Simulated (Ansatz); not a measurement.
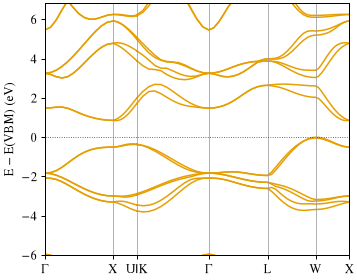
Fig. 1. Band structure from r²SCAN with spin–orbit coupling in the plane-wave PAW code Ansatz

Question: Read off the gap and where the band edges lie.

Answer: About 0.8 eV (0.84 eV by a search for the band edges); maximum at W, minimum on the W–X line, 92 % of the way from W.

The material is PbS (zinc blende, F-43m).

The start of the workflow was typed in or built on a structure type; neither database checked (COD, Materials Project) lists it. It is not the phase usual at ambient conditions (space group No. 225). The cell was relaxed with r²SCAN under the symmetry of its start. At this level the phase is mechanically unstable.

Potentials: the earlier of the program's two PAW sets.
